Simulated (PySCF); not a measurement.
# CH₇FN₂SSi: NMR shifts at several levels of theory, part 1 of 2

How much do the NMR shifts of CH₇FN₂SSi (`CS[Si](N)(N)F`) depend on the level of theory, and what does each level cost?

Programs: PySCF 2.14.0, with density-fitted response routines of our own. Each step states its level of theory. These are calculated values for one molecule in the gas phase, unless marked as measured. Atoms count from 0, in the outputs and in this text.

## Step 1: The molecule as given

13 atoms, charge 0, multiplicity 1; geometry from: GFN2-xTB. The atoms were then displaced at random by about 0.01 Å, so the start is not that level's minimum.

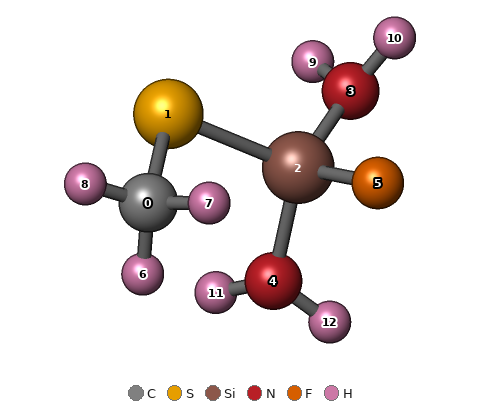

The starting geometry (carbon grey, sulfur amber, silicon brown, nitrogen red, fluorine orange, hydrogen pink), atoms numbered; sticks join atoms by distance.

## Step 2: Geometry optimisation at PBE0-D3(BJ)/def2-SVP

What the job is given:

```
{"job": {"xc": "PBE0", "basis": "def2-SVP", "d3": "d3bj", "grid": 1, "shake": 0.01, "kind": "geom"}, "charge": 0, "multiplicity": 1}
C      2.146640    -0.907380    -0.070030
S      0.432850    -1.568770    -0.041740
Si    -0.690890     0.213750     0.406770
N     -2.277050    -0.075500     0.827450
N     -0.364430     1.324930    -0.857280
F     -0.062840     0.917070     1.731200
H      2.199880    -0.110260    -0.831950
H      2.383860    -0.472060     0.897900
H      2.789500    -1.699040    -0.295310
H     -2.881480    -0.628220     0.217580
H     -2.516790    -0.334990     1.794270
H     -0.442840     1.033470    -1.796400
H     -0.710590     2.290110    -0.749960
```

Started as:

```sh
> OMP_NUM_THREADS=1 python probes_run.py task.json out
```

One launch serves the whole session: the jobs run in the order shown.

The program printed:

```text
step   0  E = -938.57401168  max force = 0.039129
step   1  E = -938.58018274  max force = 0.009769
step   2  E = -938.58064925  max force = 0.002956
step   3  E = -938.58084982  max force = 0.002310
step   4  E = -938.58103813  max force = 0.003500
step   5  E = -938.58120128  max force = 0.002290
step   6  E = -938.58133263  max force = 0.001661
step   7  E = -938.58143755  max force = 0.001087
step   8  E = -938.58151953  max force = 0.001341
step   9  E = -938.58159063  max force = 0.001142
step  10  E = -938.58163325  max force = 0.000647
step  11  E = -938.58166080  max force = 0.000628
step  12  E = -938.58171478  max force = 0.001581
step  13  E = -938.58178080  max force = 0.002183
step  14  E = -938.58184598  max force = 0.001653
step  15  E = -938.58189042  max force = 0.000895
step  16  E = -938.58191910  max force = 0.001219
step  17  E = -938.58193041  max force = 0.001931
step  18  E = -938.58195785  max force = 0.001611
step  19  E = -938.58199138  max force = 0.000461
step  20  E = -938.58201276  max force = 0.000579
step  21  E = -938.58203919  max force = 0.001197
step  22  E = -938.58207030  max force = 0.001320
step  23  E = -938.58210114  max force = 0.000762
step  24  E = -938.58212733  max force = 0.000433
step  25  E = -938.58214764  max force = 0.000621
step  26  E = -938.58216345  max force = 0.000671
step  27  E = -938.58218096  max force = 0.000268
step  28  E = -938.58218802  max force = 0.000310
optimisation converged
```

Wall time 4.6 min (1 thread of Arm Neoverse N1, shared host); peak memory 0.53 GiB.

The steps of the relaxation:

| step | energy from step 0 (eV) | largest force component (eV/Å) |
| --- | --- | --- |
| 0 | 0.0000 | 2.0121 |
| 1 | -0.1679 | 0.5023 |
| 2 | -0.1806 | 0.1520 |
| 3 | -0.1861 | 0.1188 |
| 4 | -0.1912 | 0.1800 |
| 5 | -0.1956 | 0.1178 |
| 6 | -0.1992 | 0.0854 |
| 7 | -0.2021 | 0.0559 |
| 8 | -0.2043 | 0.0690 |
| 9 | -0.2062 | 0.0587 |
| 10 | -0.2074 | 0.0333 |
| 11 | -0.2081 | 0.0323 |
| 12 | -0.2096 | 0.0813 |
| 13 | -0.2114 | 0.1123 |
| 14 | -0.2132 | 0.0850 |
| 15 | -0.2144 | 0.0460 |
| 16 | -0.2152 | 0.0627 |
| 17 | -0.2155 | 0.0993 |
| 18 | -0.2162 | 0.0828 |
| 19 | -0.2171 | 0.0237 |
| 20 | -0.2177 | 0.0298 |
| 21 | -0.2184 | 0.0616 |
| 22 | -0.2193 | 0.0679 |
| 23 | -0.2201 | 0.0392 |
| 24 | -0.2208 | 0.0223 |
| 25 | -0.2214 | 0.0319 |
| 26 | -0.2218 | 0.0345 |
| 27 | -0.2223 | 0.0138 |
| 28 | -0.2225 | 0.0159 |

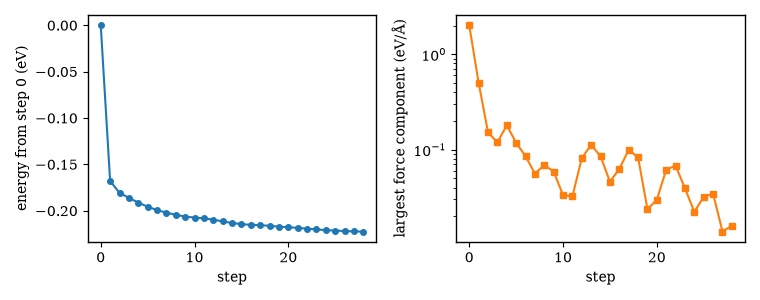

Energy and largest force along the relaxation.

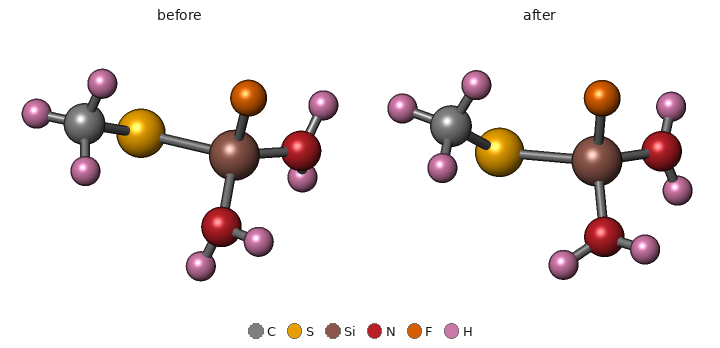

The geometry before (left) and after (right).

Close pairs (by a distance rule), those that changed most:

| bond | before (Å) | after (Å) | change (Å) |
| --- | --- | --- | --- |
| C0–H8 | 1.044 | 1.098 | +0.053 |
| Si2–N3 | 1.666 | 1.703 | +0.037 |
| N4–H11 | 0.986 | 1.011 | +0.025 |
| S1–Si2 | 2.154 | 2.134 | -0.020 |
| N4–H12 | 1.031 | 1.013 | -0.018 |
| N3–H10 | 1.029 | 1.013 | -0.017 |
| C0–S1 | 1.837 | 1.826 | -0.012 |
| Si2–N4 | 1.714 | 1.703 | -0.011 |

The final coordinates are the input of the step that follows.

| at the end point | value |
| --- | --- |
| point group (found at 0.08 Å tolerance) | C1 |
| rotational constants (GHz, main isotopes) | 3.186, 1.634, 1.572 |
| dipole moment (D) | 1.63 |

## Step 3: Nuclear shieldings: PBE0/6-31G*

What the job is given:

```
{"job": {"kind": "nmr", "xc": "PBE0", "basis": "6-31G*", "pop": true}, "charge": 0, "multiplicity": 1}
C      2.194298    -0.827512    -0.015176
S      0.517275    -1.462573    -0.357834
Si    -0.669802     0.166276     0.344384
N     -2.245675    -0.254842     0.833658
N     -0.769374     1.360091    -0.866537
F      0.092444     0.688734     1.691053
H      2.486649    -0.050410    -0.735139
H      2.252349    -0.426485     1.004687
H      2.882200    -1.677406    -0.112786
H     -2.986260    -0.329328     0.147858
H     -2.412189    -0.832061     1.648827
H     -0.126747     1.367399    -1.647380
H     -1.212794     2.257091    -0.707775
```

Level: GIAO PBE0/6-31G* NMR shielding, non-relativistic, gas phase.

The program printed:

```text
coarse grid: 11888 points
cycle   1  E = -938.8845850672  dE =  5.126e-01  |g| = 7.237e-01  |ddm| = 3.296e+00
cycle   2  E = -938.8262500928  dE =  5.833e-02  |g| = 9.420e-01  |ddm| = 1.349e+00
cycle   3  E = -938.9872391887  dE = -1.610e-01  |g| = 7.749e-02  |ddm| = 7.665e-01
cycle   4  E = -938.9884960105  dE = -1.257e-03  |g| = 2.599e-02  |ddm| = 1.058e-01
cycle   5  E = -938.9886280165  dE = -1.320e-04  |g| = 8.388e-03  |ddm| = 2.785e-02
cycle   6  E = -938.9886438024  dE = -1.579e-05  |g| = 1.556e-03  |ddm| = 9.716e-03
cycle   7  E = -938.9886444478  dE = -6.454e-07  |g| = 3.729e-04  |ddm| = 2.257e-03
final grid: 106072 points
cycle   8  E = -938.9297669205  dE = -1.345e-05  |g| = 9.544e-03  |ddm| = 1.887e-02
cycle   9  E = -938.9297502001  dE =  1.672e-05  |g| = 1.282e-02  |ddm| = 1.972e-02
cycle  10  E = -938.9297893461  dE = -3.915e-05  |g| = 4.525e-04  |ddm| = 1.112e-02
cycle  11  E = -938.9297893854  dE = -3.927e-08  |g| = 1.880e-04  |ddm| = 5.252e-04
cycle  12  E = -938.9297893915  dE = -6.106e-09  |g| = 5.603e-05  |ddm| = 1.872e-04
cycle  13  E = -938.9297893922  dE = -7.076e-10  |g| = 1.139e-05  |ddm| = 6.516e-05
converged SCF energy = -938.9297893922

GIAO shielding tensors (ppm)
atom      isotropic    diamagn.    paramagn.     s11        s22        s33       span
  0 C      181.088     251.953     -70.865    171.684    173.323    198.259     26.574
  1 S      700.262    1058.749    -358.487    635.038    638.558    827.189    192.151
  2 Si     427.028     879.853    -452.825    413.204    426.945    440.935     27.731
  3 N      237.880     321.067     -83.187    213.606    235.107    264.928     51.321
  4 N      234.922     323.183     -88.261    207.879    228.248    268.639     60.760
  5 F      315.289     471.884    -156.595    262.220    309.173    374.475    112.255
  6 H       30.209      30.992      -0.783     24.589     28.498     37.540     12.951
  7 H       29.765      30.368      -0.603     23.694     29.531     36.069     12.375
  8 H       30.305      29.682       0.623     24.679     27.434     38.802     14.124
  9 H       31.442      28.972       2.470     24.476     27.922     41.927     17.451
 10 H       31.617      28.849       2.768     24.476     27.721     42.653     18.178
 11 H       31.474      31.157       0.318     24.291     29.124     41.007     16.716
 12 H       31.336      29.371       1.965     24.409     26.742     42.857     18.448
```

Wall time 16 s (1 thread of Arm Neoverse N1, shared host); peak memory 0.6 GiB.

Shifts follow as δ = σ(reference) − σ, with reference shieldings (ppm) from runs at the same level and on the same kind of geometry: 1H TMS 31.96, 13C TMS 194.1, 29Si TMS 418.1, 19F CFCl3 198.9, 15N NH3 259.4, 33S CS2 546. The references are single molecules in the gas phase, so shifts against H2O, NH3, PH3, H3PO4 or CFCl3 are not on the usual liquid scales and can be off by tens of ppm. Atoms listed in one row are averaged.

| atoms | environment | σ (ppm) | δ (ppm) |
| --- | --- | --- | --- |
| C0 | methyl carbon bonded to S | 181.1 | 13.1 |
| H6, H7, H8 | hydrogen on a methyl carbon bonded to S | 30.09 | 1.87 |
| H9, H10, H11, H12 | hydrogen on a nitrogen bonded to Si | 31.47 | 0.50 |
| S1 | sulfur bonded to C, Si | 700 | -154 |
| Si2 | silicon bonded to F, 2 N, S | 427.0 | -8.9 |
| N3, N4 | nitrogen bonded to Si, 2 H | 236.4 | 23.0 |
| F5 | fluorine bonded to Si | 315.3 | -116.4 |

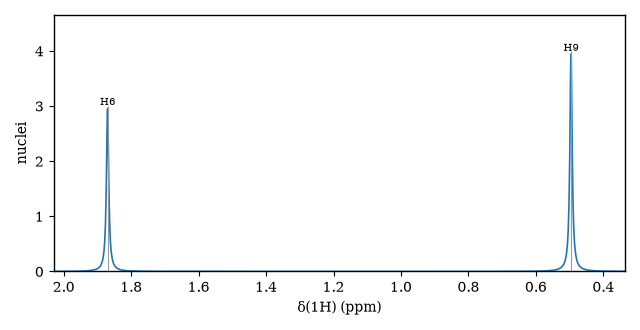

1H lines at the computed shifts, without couplings. Lines are broadened to a width of 0.01 ppm (Lorentzian).

Charges from the same density, by scheme (e):

| atoms | Mulliken | IAO | Hirshfeld | ESP fit |
| --- | --- | --- | --- | --- |
| C0 | -0.69 | -0.49 | -0.09 | -0.35 |
| S1 | -0.19 | -0.23 | -0.15 | -0.34 |
| Si2 | 0.99 | 1.38 | 0.40 | 0.95 |
| N3, N4 | -0.91 | -0.85 | -0.30 | -1.06 |
| F5 | -0.40 | -0.54 | -0.21 | -0.28 |

Hirshfeld charges:

C0 -0.09; S1 -0.15; Si2 0.40; N3 -0.30; N4 -0.30; F5 -0.21; H6 0.04; H7 0.05; H8 0.05; H9 0.13; H10 0.13; H11 0.13; H12 0.13

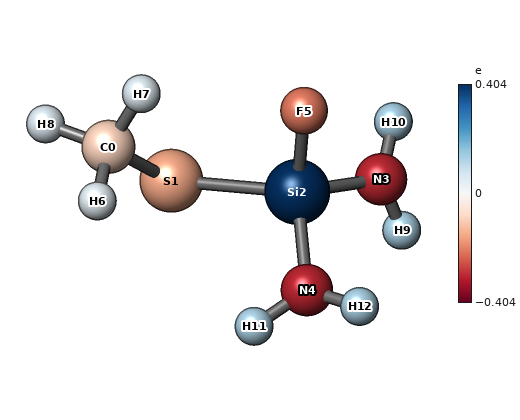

Hirshfeld charges, as colours on the atoms.

Mayer bond orders: C0–S1 0.97, S1–Si2 0.96, Si2–N3 1.13, Si2–N4 1.11, Si2–F5 0.97.

## Step 4: Shielding tensors: PBE0/6-311+G(2d,p)

Same as in step 3 but for these lines:

```diff
@@ -1,2 +1,2 @@
-{"job": {"kind": "nmr", "xc": "PBE0", "basis": "6-31G*", "pop": true}, "charge": 0, "multiplicity": 1}
+{"job": {"kind": "nmr", "xc": "PBE0", "basis": "6-311+G(2d,p)", "pop": true}, "charge": 0, "multiplicity": 1}
 C      2.194298    -0.827512    -0.015176
```

Method: GIAO PBE0/6-311+G(2d,p) NMR shielding, non-relativistic, gas phase.

The program printed:

```text
coarse grid: 11888 points
cycle   1  E = -938.9934015684  dE =  4.685e-01  |g| = 7.533e-01  |ddm| = 2.957e+00
cycle   2  E = -938.9125715620  dE =  8.083e-02  |g| = 1.043e+00  |ddm| = 1.076e+00
cycle   3  E = -939.0947899007  dE = -1.822e-01  |g| = 8.864e-02  |ddm| = 6.007e-01
cycle   4  E = -939.0960118994  dE = -1.222e-03  |g| = 4.417e-02  |ddm| = 1.198e-01
cycle   5  E = -939.0963487206  dE = -3.368e-04  |g| = 9.420e-03  |ddm| = 3.351e-02
cycle   6  E = -939.0963657745  dE = -1.705e-05  |g| = 3.223e-03  |ddm| = 1.064e-02
cycle   7  E = -939.0963676805  dE = -1.906e-06  |g| = 5.378e-04  |ddm| = 3.513e-03
final grid: 106072 points
cycle   8  E = -939.0959301715  dE = -4.342e-05  |g| = 1.010e-02  |ddm| = 3.733e-02
cycle   9  E = -939.0959124399  dE =  1.773e-05  |g| = 1.339e-02  |ddm| = 1.574e-02
cycle  10  E = -939.0959503311  dE = -3.789e-05  |g| = 5.948e-04  |ddm| = 9.660e-03
cycle  11  E = -939.0959504047  dE = -7.360e-08  |g| = 1.429e-04  |ddm| = 8.065e-04
cycle  12  E = -939.0959504083  dE = -3.596e-09  |g| = 6.091e-05  |ddm| = 1.509e-04
cycle  13  E = -939.0959504092  dE = -9.125e-10  |g| = 1.809e-05  |ddm| = 7.026e-05
converged SCF energy = -939.0959504092

GIAO shielding tensors (ppm)
atom      isotropic    diamagn.    paramagn.     s11        s22        s33       span
  0 C      172.054     246.104     -74.050    161.375    163.172    191.615     30.240
  1 S      650.727    1058.005    -407.278    573.801    588.488    789.892    216.091
  2 Si     363.919     876.392    -512.473    344.464    361.720    385.573     41.109
  3 N      230.791     320.624     -89.834    208.026    223.472    260.874     52.848
  4 N      227.314     323.759     -96.445    200.394    217.551    263.998     63.604
  5 F      308.636     472.066    -163.430    264.435    298.475    362.999     98.564
  6 H       29.428      31.095      -1.667     23.798     27.607     36.881     13.083
  7 H       28.881      30.397      -1.515     22.955     28.497     35.193     12.238
  8 H       29.658      29.067       0.591     24.163     26.914     37.897     13.734
  9 H       30.719      31.507      -0.787     24.438     27.288     40.432     15.995
 10 H       30.886      31.000      -0.114     24.371     27.040     41.247     16.875
 11 H       30.539      33.446      -2.907     23.711     28.505     39.402     15.691
 12 H       30.578      32.110      -1.532     24.097     26.165     41.473     17.376
```

Wall time 41 s (1 thread of Arm Neoverse N1, shared host); peak memory 0.94 GiB.

In short: δ C0 14.4, S1 -144, Si2 -19.5, N3 32.8, H6 2.19, H9 0.83 ppm (means over like atoms).

## Step 5: NMR shieldings: PBE0/def2-SVP

Same as in step 4 but for these lines:

```diff
@@ -1,2 +1,2 @@
-{"job": {"kind": "nmr", "xc": "PBE0", "basis": "6-311+G(2d,p)", "pop": true}, "charge": 0, "multiplicity": 1}
+{"job": {"kind": "nmr", "xc": "PBE0", "basis": "def2-SVP", "pop": true}, "charge": 0, "multiplicity": 1}
 C      2.194298    -0.827512    -0.015176
```

Level: GIAO PBE0/def2-SVP NMR shielding, non-relativistic, gas phase.

The program printed:

```text
coarse grid: 11888 points
cycle   1  E = -938.3789190909  dE =  4.660e-01  |g| = 7.121e-01  |ddm| = 3.572e+00
cycle   2  E = -938.3210568267  dE =  5.786e-02  |g| = 9.276e-01  |ddm| = 1.316e+00
cycle   3  E = -938.4775786189  dE = -1.565e-01  |g| = 7.320e-02  |ddm| = 7.508e-01
cycle   4  E = -938.4786449952  dE = -1.066e-03  |g| = 2.578e-02  |ddm| = 1.052e-01
cycle   5  E = -938.4787694268  dE = -1.244e-04  |g| = 8.382e-03  |ddm| = 2.695e-02
cycle   6  E = -938.4787849899  dE = -1.556e-05  |g| = 1.361e-03  |ddm| = 9.691e-03
cycle   7  E = -938.4787854321  dE = -4.422e-07  |g| = 4.062e-04  |ddm| = 2.106e-03
final grid: 106072 points
cycle   8  E = -938.5715241953  dE = -1.574e-05  |g| = 8.857e-03  |ddm| = 2.152e-02
cycle   9  E = -938.5715107272  dE =  1.347e-05  |g| = 1.167e-02  |ddm| = 1.776e-02
cycle  10  E = -938.5715428868  dE = -3.216e-05  |g| = 3.911e-04  |ddm| = 1.019e-02
cycle  11  E = -938.5715429188  dE = -3.203e-08  |g| = 1.547e-04  |ddm| = 5.088e-04
cycle  12  E = -938.5715429228  dE = -4.011e-09  |g| = 5.391e-05  |ddm| = 1.667e-04
cycle  13  E = -938.5715429234  dE = -6.037e-10  |g| = 1.014e-05  |ddm| = 5.762e-05
converged SCF energy = -938.5715429234

GIAO shielding tensors (ppm)
atom      isotropic    diamagn.    paramagn.     s11        s22        s33       span
  0 C      181.038     246.086     -65.048    170.923    172.459    199.734     28.810
  1 S      724.474    1058.826    -334.352    661.146    674.936    837.338    176.192
  2 Si     433.711     883.267    -449.556    416.878    434.862    449.394     32.517
  3 N      243.364     312.764     -69.400    216.966    242.093    271.033     54.066
  4 N      240.233     314.282     -74.050    211.480    233.956    275.263     63.783
  5 F      320.029     471.439    -151.410    270.668    313.301    376.119    105.451
  6 H       29.682      30.663      -0.981     23.896     27.746     37.403     13.507
  7 H       29.183      30.279      -1.096     22.933     28.727     35.889     12.956
  8 H       29.785      28.869       0.916     23.955     26.844     38.556     14.601
  9 H       30.686      29.837       0.849     23.645     27.099     41.314     17.668
 10 H       30.900      29.800       1.100     23.593     26.947     42.160     18.566
 11 H       30.618      32.408      -1.790     23.213     28.361     40.279     17.066
 12 H       30.568      30.115       0.453     23.417     25.953     42.333     18.916
```

It took 18 s on 1 thread of Arm Neoverse N1, shared host; peak memory 0.65 GiB.

Key values: δ C0 12.7, S1 -157, Si2 -26.5, N3 28.0, H6 1.79, H9 0.65 ppm (means over like atoms).

## Step 6: Shielding tensors: PBE0/def2-TZVP

Same as in step 5 but for these lines:

```diff
@@ -1,2 +1,2 @@
-{"job": {"kind": "nmr", "xc": "PBE0", "basis": "def2-SVP", "pop": true}, "charge": 0, "multiplicity": 1}
+{"job": {"kind": "nmr", "xc": "PBE0", "basis": "def2-TZVP", "pop": true}, "charge": 0, "multiplicity": 1}
 C      2.194298    -0.827512    -0.015176
```

With the program's defaults for keys left out, this is: GIAO PBE0/def2-TZVP NMR shielding, non-relativistic, gas phase.

The program printed:

```text
coarse grid: 11888 points
cycle   1  E = -939.0296675826  dE =  4.693e-01  |g| = 7.475e-01  |ddm| = 2.728e+00
cycle   2  E = -938.9541062031  dE =  7.556e-02  |g| = 1.033e+00  |ddm| = 1.067e+00
cycle   3  E = -939.1315119729  dE = -1.774e-01  |g| = 8.468e-02  |ddm| = 6.252e-01
cycle   4  E = -939.1327381015  dE = -1.226e-03  |g| = 3.838e-02  |ddm| = 8.876e-02
cycle   5  E = -939.1329819550  dE = -2.439e-04  |g| = 9.557e-03  |ddm| = 2.603e-02
cycle   6  E = -939.1330005060  dE = -1.855e-05  |g| = 2.622e-03  |ddm| = 8.277e-03
cycle   7  E = -939.1330017435  dE = -1.238e-06  |g| = 4.677e-04  |ddm| = 2.226e-03
final grid: 106072 points
cycle   8  E = -939.1259660243  dE = -4.597e-05  |g| = 1.039e-02  |ddm| = 2.899e-02
cycle   9  E = -939.1259479876  dE =  1.804e-05  |g| = 1.365e-02  |ddm| = 1.411e-02
cycle  10  E = -939.1259871817  dE = -3.919e-05  |g| = 6.085e-04  |ddm| = 8.484e-03
cycle  11  E = -939.1259872607  dE = -7.899e-08  |g| = 1.367e-04  |ddm| = 5.393e-04
cycle  12  E = -939.1259872647  dE = -3.933e-09  |g| = 4.574e-05  |ddm| = 1.303e-04
cycle  13  E = -939.1259872652  dE = -5.166e-10  |g| = 1.661e-05  |ddm| = 4.679e-05
converged SCF energy = -939.1259872652

GIAO shielding tensors (ppm)
atom      isotropic    diamagn.    paramagn.     s11        s22        s33       span
  0 C      172.928     245.290     -72.362    162.396    164.462    191.928     29.532
  1 S      646.556    1057.449    -410.893    569.270    579.974    790.426    221.156
  2 Si     356.178     874.989    -518.811    335.999    354.137    378.398     42.399
  3 N      233.304     314.815     -81.510    208.256    226.525    265.131     56.875
  4 N      229.316     315.847     -86.531    200.911    218.545    268.490     67.579
  5 F      302.914     469.460    -166.546    253.077    290.837    364.828    111.751
  6 H       29.503      30.284      -0.781     23.918     27.708     36.882     12.963
  7 H       28.978      29.716      -0.738     23.107     28.581     35.247     12.140
  8 H       29.722      28.413       1.309     24.236     26.962     37.968     13.732
  9 H       30.713      29.874       0.840     24.371     27.226     40.542     16.171
 10 H       30.890      29.844       1.046     24.342     27.028     41.300     16.958
 11 H       30.500      31.788      -1.288     23.617     28.389     39.495     15.878
 12 H       30.534      30.032       0.501     24.033     26.077     41.491     17.457
```

Run time: 49 s. Hardware: 1 thread of Arm Neoverse N1, shared host; peak memory 0.97 GiB.

In short: δ C0 13.7, S1 -154, Si2 -24.6, N3 34.6, H6 2.08, H9 0.82 ppm (means over like atoms).

## Step 7: Shielding tensors: PBE0/cc-pVDZ

Same as in step 6 but for these lines:

```diff
@@ -1,2 +1,2 @@
-{"job": {"kind": "nmr", "xc": "PBE0", "basis": "def2-TZVP", "pop": true}, "charge": 0, "multiplicity": 1}
+{"job": {"kind": "nmr", "xc": "PBE0", "basis": "cc-pVDZ", "pop": true}, "charge": 0, "multiplicity": 1}
 C      2.194298    -0.827512    -0.015176
```

With the program's defaults for keys left out, this is: GIAO PBE0/cc-pVDZ NMR shielding, non-relativistic, gas phase.

The program printed:

```text
coarse grid: 11888 points
cycle   1  E = -938.8624478656  dE =  5.583e-01  |g| = 7.252e-01  |ddm| = 6.277e+00
cycle   2  E = -938.8017677854  dE =  6.068e-02  |g| = 9.484e-01  |ddm| = 2.433e+00
cycle   3  E = -938.9648122647  dE = -1.630e-01  |g| = 7.869e-02  |ddm| = 1.284e+00
cycle   4  E = -938.9660783511  dE = -1.266e-03  |g| = 2.610e-02  |ddm| = 1.786e-01
cycle   5  E = -938.9662061803  dE = -1.278e-04  |g| = 8.620e-03  |ddm| = 4.464e-02
cycle   6  E = -938.9662230034  dE = -1.682e-05  |g| = 1.455e-03  |ddm| = 1.691e-02
cycle   7  E = -938.9662235353  dE = -5.319e-07  |g| = 4.095e-04  |ddm| = 3.471e-03
final grid: 106072 points
cycle   8  E = -938.9786362794  dE = -1.486e-05  |g| = 9.320e-03  |ddm| = 4.773e-02
cycle   9  E = -938.9786207928  dE =  1.549e-05  |g| = 1.239e-02  |ddm| = 3.308e-02
cycle  10  E = -938.9786571133  dE = -3.632e-05  |g| = 4.251e-04  |ddm| = 1.884e-02
cycle  11  E = -938.9786571521  dE = -3.884e-08  |g| = 1.681e-04  |ddm| = 9.011e-04
cycle  12  E = -938.9786571566  dE = -4.487e-09  |g| = 6.009e-05  |ddm| = 2.681e-04
cycle  13  E = -938.9786571574  dE = -8.079e-10  |g| = 1.122e-05  |ddm| = 1.050e-04
converged SCF energy = -938.9786571574

GIAO shielding tensors (ppm)
atom      isotropic    diamagn.    paramagn.     s11        s22        s33       span
  0 C      182.884     246.981     -64.097    172.351    174.314    201.986     29.635
  1 S      710.724    1060.530    -349.805    643.787    657.681    830.706    186.919
  2 Si     440.229     885.735    -445.506    426.756    439.526    454.404     27.648
  3 N      246.014     309.110     -63.096    219.406    245.579    273.058     53.652
  4 N      242.624     310.348     -67.724    213.786    237.004    277.081     63.295
  5 F      319.796     470.599    -150.803    273.745    314.538    371.107     97.363
  6 H       29.533      31.013      -1.479     23.869     27.598     37.133     13.263
  7 H       29.025      30.639      -1.614     22.862     28.565     35.649     12.787
  8 H       29.688      28.911       0.777     23.983     26.843     38.239     14.257
  9 H       30.754      29.781       0.972     23.735     27.262     41.264     17.529
 10 H       30.914      29.710       1.204     23.702     27.047     41.991     18.289
 11 H       30.632      32.112      -1.480     23.180     28.570     40.146     16.966
 12 H       30.537      30.094       0.443     23.442     25.910     42.260     18.818
```

Wall time 20 s (1 thread of Arm Neoverse N1, shared host); peak memory 0.71 GiB.

Key values: δ C0 13.9, S1 -162, Si2 -21.6, N3 28.8, H6 1.87, H9 0.58 ppm (means over like atoms).

(Continued in part 2 of 2.)
